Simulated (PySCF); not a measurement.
# MoCl3: structure of the quartet

The task is one start of a wider search on MoCl3: the quartet, from a T-shaped start. It is relaxed, tested by its Hessian and followed downhill if it is a saddle.

The runs use PySCF 2.14.0; PBE0, basis Mo def2-TZVP with ECP28, Cl def2-TZVP, scalar-relativistic core potentials, no spin–orbit coupling, density fitting.

### 1 Starting geometry

4 atoms, charge 0, spin multiplicity 4.

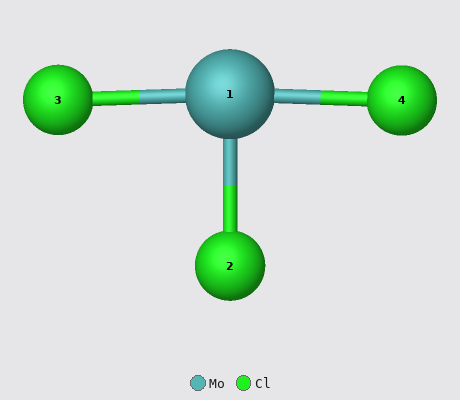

The starting geometry (molybdenum teal, chlorine green); atoms are numbered from 1 in the order of the file.

Z-matrix (Å, degrees; charge 0 multiplicity 4):
```
Mo
Cl 1 2.3700
Cl 1 2.3700 2 88.00
Cl 1 2.3700 2 88.00 3 180.00
```

### 2 First SCF at the start

One driver script runs all steps and calls PySCF; scf.py shows how it sets up the SCF of each step. The optimiser is the driver's own. After this first run the driver tries any further starts and a stability analysis.

Contents of scf.py:

```python
from pyscf import gto, scf, dft
mol = gto.M(atom='''
Mo     0.000000     0.000000     0.000000
Cl     0.000000     0.000000     2.370000
Cl     2.368600     0.000000     0.082700
Cl    -2.368600     0.000000     0.082700''',
    basis={'Mo': 'def2-TZVP', 'Cl': 'def2-TZVP'},
    ecp={'Mo': 'def2-TZVP'},
    charge=0, spin=3)
mf = dft.UKS(mol, xc='PBE0')
mf.grids.atom_grid = (50, 194)
aux = {'Mo': 'def2-universal-JKFIT', 'Cl': 'def2-universal-JKFIT'}
mf = mf.density_fit(auxbasis=aux)
mf.conv_tol = 1e-08
mf.diis_space = 10
mf.max_cycle = 60
mf.init_guess = 'minao'
mf.verbose = 4
mf.kernel()
```

Started as:

```bash
OMP_NUM_THREADS=4 python axn.py task.json out
```

Output:

```text
init E= -1441.88264744406
[... the frontier-level lines of each cycle are left out ...]
cycle= 1 E= -1448.40079648127  delta_E= -6.52  |g|= 0.332  |ddm|= 2.74
cycle= 2 E= -1448.42594721011  delta_E= -0.0252  |g|= 0.31  |ddm|= 0.653
cycle= 3 E= -1448.46680127963  delta_E= -0.0409  |g|= 0.0735  |ddm|= 0.279
cycle= 4 E= -1448.46659592806  delta_E= 0.000205  |g|= 0.0749  |ddm|= 0.118
cycle= 5 E= -1448.46977480543  delta_E= -0.00318  |g|= 0.02  |ddm|= 0.0638
cycle= 6 E= -1448.47005107653  delta_E= -0.000276  |g|= 0.00647  |ddm|= 0.0225
cycle= 7 E= -1448.47012684669  delta_E= -7.58e-05  |g|= 0.00359  |ddm|= 0.0169
cycle= 8 E= -1448.4701504442  delta_E= -2.36e-05  |g|= 0.00206  |ddm|= 0.00913
cycle= 9 E= -1448.47015824811  delta_E= -7.8e-06  |g|= 0.000326  |ddm|= 0.00656
cycle= 10 E= -1448.47015859051  delta_E= -3.42e-07  |g|= 0.000159  |ddm|= 0.0014
cycle= 11 E= -1448.47015863319  delta_E= -4.27e-08  |g|= 4.65e-05  |ddm|= 0.000386
cycle= 12 E= -1448.47015864294  delta_E= -9.75e-09  |g|= 1.35e-05  |ddm|= 0.000254
Extra cycle  E= -1448.47015864331  delta_E= -3.69e-10  |g|= 1.13e-05  |ddm|= 3.69e-05
converged SCF energy = -1448.47015864331  <S^2> = 3.7960596  2S+1 = 4.0229639
```

This step, with its further starts and checks, needed 51 s of wall time on 4 threads of Arm Neoverse V2, shared host.

The starts that the driver tried:

```
                      start   energy (Eh)
    the minimal-basis guess  -1448.470159
a thermally smeared density  -1448.470159
      a smeared PBE density  -1448.470159
```

The first run landed in a state that is too high. Following the other starts and the instabilities gains 2.3 kJ/mol (-1448.47105 Eh), and the work goes on from there.

### 3 T-shaped start, quartet: relaxation

The program finds C2v symmetry in the start, which this walk keeps. Threshold on the gradient: 0.0003 Eh/bohr, with a further test on the energy change.

scf.py, as its differences from that of step 2:

```diff
@@ -3,4 +3,4 @@
-Mo     0.000000     0.000000     0.000000
-Cl     0.000000     0.000000     2.370000
-Cl     2.368600     0.000000     0.082700
-Cl    -2.368600     0.000000     0.082700''',
+Mo     0.000000     0.000000    -0.437154
+Cl     0.000000     0.000000     1.932846
+Cl     2.368600     0.000000    -0.354454
+Cl    -2.368600     0.000000    -0.354454''',
@@ -17 +16,0 @@
-mf.init_guess = 'minao'
```

Steps of the walk:

```
step   energy (Eh)  change (kJ/mol)  largest symmetric gradient (Eh/bohr)
   0  -1448.471047             0.00                               0.05228
   1  -1448.484815           -36.15                               0.02245
   2  -1448.489466           -48.36                               0.00879
   3  -1448.490689           -51.57                               0.00626
   4  -1448.491092           -52.63                               0.00068
   5  -1448.491104           -52.66                               0.00012
   6  -1448.491104           -52.66                               0.00004
```

The walk took 36 s.

Geometry (Å) and forces (eV/Å) at some steps:

```
step 0
Mo   0.000   0.000  -0.437   0.000   0.058   2.688
Cl   0.000   0.000   1.933   0.000   0.002  -1.409
Cl   2.369   0.000  -0.354  -1.391  -0.030  -0.639
Cl  -2.369   0.000  -0.354   1.391  -0.030  -0.639
step 1
Mo   0.000   0.000  -0.331   0.000   0.000   1.154
Cl   0.000   0.000   1.953   0.000   0.000  -0.402
Cl   2.303   0.000  -0.418  -0.620   0.000  -0.376
Cl  -2.303   0.000  -0.418   0.620   0.000  -0.376
step 3
Mo   0.000   0.000  -0.188   0.000   0.001  -0.133
Cl   0.000   0.000   2.049   0.000   0.000   0.322
Cl   2.237   0.000  -0.537   0.002  -0.001  -0.095
Cl  -2.237   0.000  -0.537  -0.002  -0.001  -0.095
step 6
Mo   0.000   0.000  -0.150   0.000   0.000   0.002
Cl   0.000   0.000   2.107   0.000   0.000  -0.002
Cl   2.221   0.000  -0.585  -0.001   0.000   0.000
Cl  -2.221   0.000  -0.585   0.001   0.000   0.000
```

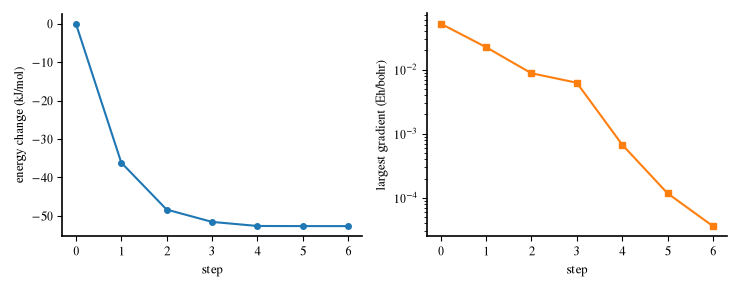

Energy and largest gradient along the walk.

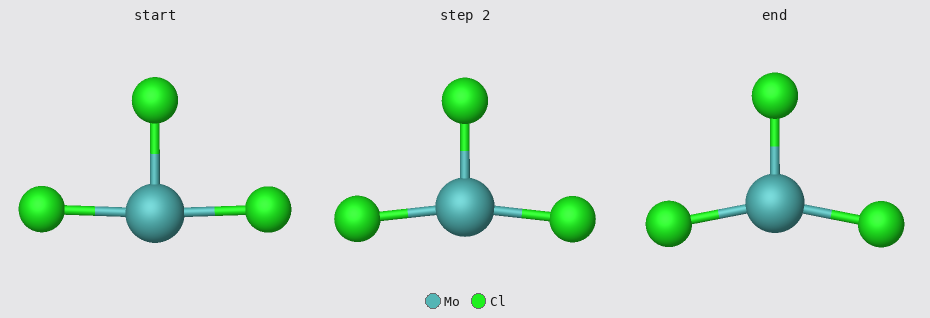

Start and end of the relaxation, with a step between.

End point (C2v, 6 steps, 52.7 kJ/mol gained): Mo–Cl 2.257 Å, Mo–Cl 2.263 Å (×2); Cl–Mo–Cl 101.1° (×2), Cl–Mo–Cl 157.8°.

### 4 Vibrations and properties at this point

On the finer grid the gradient is checked again; gradients at displacements of ±0.02 bohr then give force constants and infrared intensities.

scf.py, as its differences from that of step 3:

```diff
@@ -3,4 +3,4 @@
-Mo     0.000000     0.000000    -0.437154
-Cl     0.000000     0.000000     1.932846
-Cl     2.368600     0.000000    -0.354454
-Cl    -2.368600     0.000000    -0.354454''',
+Mo    -0.000000     0.000000    -0.237636
+Cl     0.000000     0.000000     2.018686
+Cl     2.220551     0.000000    -0.675627
+Cl    -2.220551     0.000000    -0.675627''',
@@ -11 +11 @@
-mf.grids.atom_grid = (50, 194)
+mf.grids.atom_grid = (75, 302)
@@ -14 +14 @@
-mf.conv_tol = 1e-08
+mf.conv_tol = 1e-10
```

The driver hands on the density of the step before, so the log starts near convergence.

SCF at the final geometry:

```text
init E= -1448.49112472506
[... the frontier-level lines of each cycle are left out ...]
cycle= 1 E= -1448.49112472506  delta_E=    0  |g|= 3.58e-06  |ddm|= 4.62e-06
Extra cycle  E= -1448.49112472502  delta_E= 3.32e-11  |g|= 8.14e-06  |ddm|= 8.87e-06
converged SCF energy = -1448.49112472502  <S^2> = 3.780869  2S+1 = 4.0154048
```

The whole step took 2.1 min.

Geometry: C2v; Mo–Cl 2.256 Å, Mo–Cl 2.263 Å (×2); Cl–Mo–Cl 101.2° (×2), Cl–Mo–Cl 157.7°.

Harmonic modes (main isotopes):

```
symmetry  ω (cm⁻¹)  IR (km/mol)  μ (u)
      b2        71          3.6  37.35
      b1        74          8.4  50.88
      a1       109          1.9  40.78
      a1       373          2.5  35.08
      a1       414         50.1  43.01
      b2       422          196  47.39
```

Every mode is real; the point is a minimum.

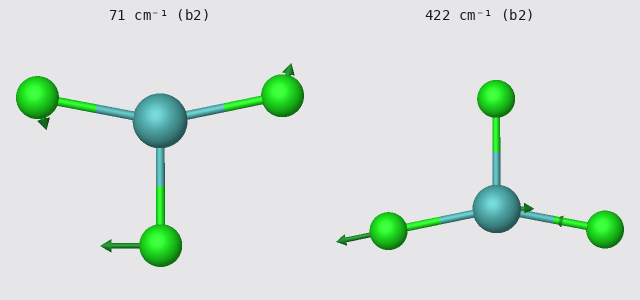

Displacements of 2 of the modes, as arrows (one member where a mode is degenerate).

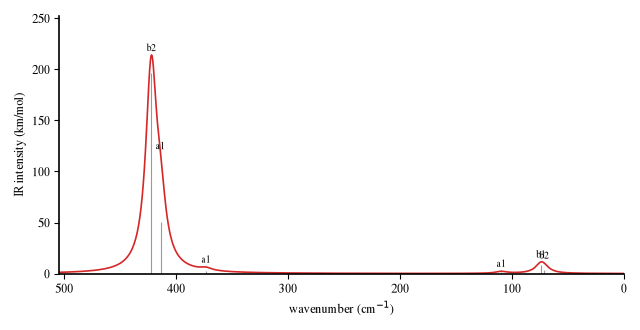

The harmonic infrared spectrum (widths in cm⁻¹). Lines are broadened to a width of 12 cm⁻¹ (Lorentzian).

Properties at this point:

```yaml
Dipole_moment: 2.17 D
Highest_occupied_level: -6.72 eV
Lowest_empty_level: -4.78 eV
Rotational_constants: 0.09368, 0.04888, 0.03212 cm⁻¹
Zero-point_energy: 8.7 kJ/mol
Principal_polarisabilities: 50.2, 76.5, 110.8 bohr³
Atomisation_energy_without_zero-point_energy: 1036 kJ/mol
Principal_traceless_quadrupole_moments_about_the_centre_of_mass: -6.14, -0.14, 6.28 D Å
Entropy_at_298.15_K_and_1_bar_electronic_part_spin_only: 361.3 J/(mol K)
Heat_capacity_Cp_at_298.15_K: 76.2 J/(mol K)
Enthalpy_at_298.15_K_above_0_K: 18.36 kJ/mol
Rotational_symmetry_number: 2
Spin_squared_⟨S²⟩: 3.781
```

Charges (e) and bond orders:

| atom | Mulliken | Löwdin | polar tensor | spin (Mulliken) | Mayer order to Mo1 |
| --- | --- | --- | --- | --- | --- |
| Mo1 | 1.04 | -0.16 | 1.73 | 2.93 | – |
| Cl2 | -0.34 | 0.05 | -0.53 | 0.11 | 1.10 |
| Cl3,4 | -0.35 | 0.06 | -0.60 | -0.02 | 1.09 |

Mulliken populations on Mo1 (outside its core potential): s 2.40, p 6.29, d 4.25, f 0.02.

### 5 Summary of results

| quantity | value |
| --- | --- |
| minimum | quartet, C2v |
| geometry | Mo–Cl 2.256 Å, Mo–Cl 2.263 Å (×2); Cl–Mo–Cl 101.2° (×2), Cl–Mo–Cl 157.7° |
| wavenumbers (cm⁻¹) | 71 (b2), 74 (b1), 109 (a1), 373 (a1), 414 (a1), 422 (b2) |
| dipole moment | 2.17 D |
| highest occupied, lowest empty level (either spin) | -6.72, -4.78 eV |
| polar-tensor charge of Mo1 | +1.73 e |
| zero-point energy | 8.7 kJ/mol |
| entropy at 298.15 K | 361.3 J/(mol K) |
| atomisation energy (no zero-point energy) | 1036 kJ/mol |
| ⟨S²⟩ | 3.781 |

**Reading.** The T-shaped start keeps its C2v symmetry and ends in a minimum. In the infrared the band at 422 cm⁻¹ (b2, stretch) leads. Most of the spin sits on Mo1 (Mulliken spin 2.93, against 3 for the whole molecule). The first SCF alone would have been 2 kJ/mol too high. Only this shape and spin were tried, so other structures or states may lie lower. Open d and f shells are described by one determinant, and the ground state may have another occupation or spin.

The search up to here took 3.6 min.
